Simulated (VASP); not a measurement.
Band structure of HfSi2 (space group Cmcm). Computed with PBE GGA with D3 dispersion (Becke-Johnson damping), VASP's PBE PAW potentials (set 64) (plane waves; VASP 6.6.1).

Unless said otherwise, spin-orbit coupling is left out, though it shifts the bands of the heavy elements here.

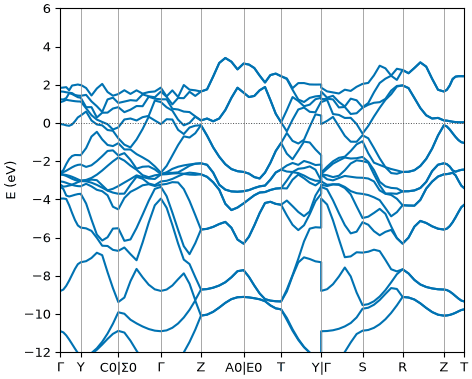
*Bands along high-symmetry lines, zero at the valence-band maximum or, without a gap, the Fermi level*

Problem. Read the plot: is there a gap, and where are the band edges?

Solution. It has no gap at this level: it comes out as a metal or semimetal. (Edges off the drawn lines would not show.)

The structure comes from a measured HfSi2 entry (Cmcm) of the Crystallography Open Database, whose conditions weren't checked. It was relaxed first.
